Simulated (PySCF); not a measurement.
Mn(MeCp)(CO)3, C9H7MnO3, singlet at its GFN2-xTB optimised geometry (Å):

```
20

Mn    -0.7061    -0.3671     0.0000
C     -0.1625    -0.1789    -3.3789
C      0.2719    -0.0279    -1.9542
C      0.9875    -0.9889    -1.1925
C      1.4452    -0.3671     0.0000
C      0.9817     0.9660     0.0000
C      0.2386     1.1701    -1.1937
H      0.6627     0.1081    -4.0349
H     -1.0131     0.4624    -3.6034
H     -0.4317    -1.2095    -3.6037
H      1.3067    -1.9569    -1.5562
H      2.1535    -0.7917     0.6994
H      1.2753     1.7388     0.6983
H     -0.1112     2.1273    -1.5580
O     -2.1739     1.4403     1.7811
C     -1.6250     0.7062     1.0895
O     -0.7171    -2.6287     1.8653
C     -0.7487    -1.7388     1.1403
O     -3.0485    -1.2390    -1.5328
C     -2.1535    -0.9049    -0.8950
```

Level of theory: PBE0/def2-SVP run with PySCF. Cells within 0.4 Å of a nucleus heavier than hydrogen are left out (blank, or x).

Map of the deformation density (molecule minus spherical neutral atoms) (e/bohr³) on the plane z = 0.0 Å:

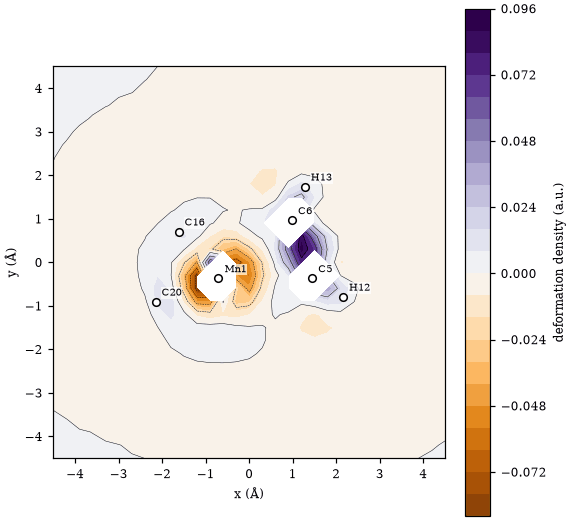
Deformation density (molecule minus spherical neutral atoms) (e/bohr³) on the plane z = 0.0 Å.
